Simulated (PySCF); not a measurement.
C4H12NPSi2

```xyz
20

N     1.4746   -1.6686   -0.4896
Si    1.4163   -0.4141    0.6883
P     2.9417    1.0480   -0.0793
C    -0.3056    0.3752    0.5968
C    -0.5178    1.1207   -0.7337
C    -1.8993    0.8962   -1.2537
C    -2.6721   -0.0070   -0.6588
Si   -1.7894   -0.8092    0.7817
H     0.8009   -2.4147   -0.4426
H     2.3640   -2.0154   -0.8095
H     1.6844   -0.8399    2.0799
H     4.0201    0.4229    0.5176
H     2.7973    1.9226    0.9814
H    -0.3772    1.1021    1.4095
H     0.1897    0.7622   -1.4910
H    -0.3258    2.1915   -0.6180
H    -2.2057    1.4711   -2.1192
H    -3.6689   -0.2228   -1.0087
H    -1.4763   -2.2293    0.5640
H    -2.4562   -0.6809    2.0820
```

Geometry: GFN2-xTB.

The calculation used PBE0/pcSseg-1, SCF density, gas phase, non-relativistic in PySCF.

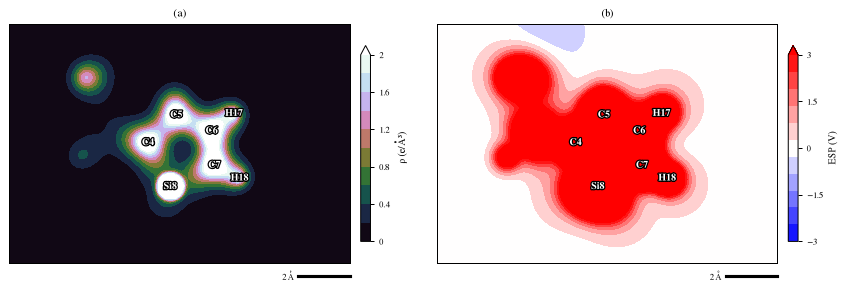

Figure 1. (a) total electron density; (b) electrostatic potential on the plane of atoms Si8, C7 and H18.

**What does the map show?**

The plane passes through C, Si and H nuclei. C–C (1.33 Å): ρ is about 2.3 e/Å³ halfway. C–Si (1.87 Å): the density is about 0.94 e/Å³ at the midpoint. C–C (1.49 Å): ρ at the midpoint is about 1.7 e/Å³. C–C (1.54 Å): the density is about 1.6 e/Å³ at the midpoint. Outside the dense part of the molecule the potential is most negative (−0.5 V) near P3, which lies off the plane.

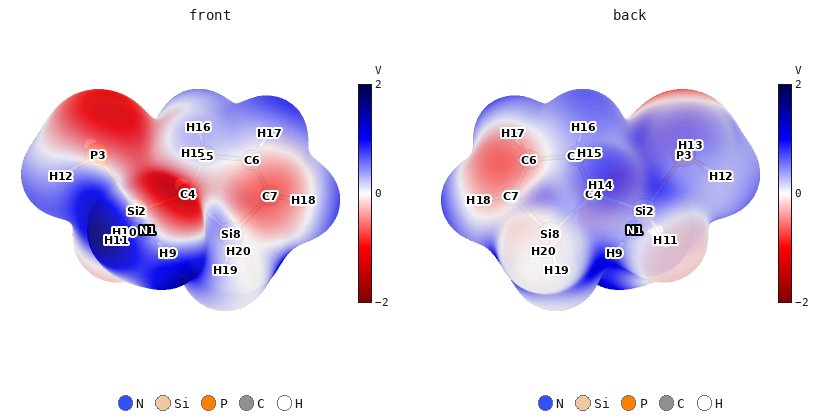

Figure 2. The molecular electrostatic potential painted on the density surface at 0.002 e/bohr³, seen from the front and from behind; the colour scale runs from red (negative) to blue (positive).

**Where is the surface potential most negative and most positive?**

The most negative region (about −1.2 V, or −28 kcal/mol for a unit charge) lies over N1, the most positive (about +1.6 V, or +37 kcal/mol for a unit charge) over H10. N1 is the likeliest acceptor of a hydrogen bond.
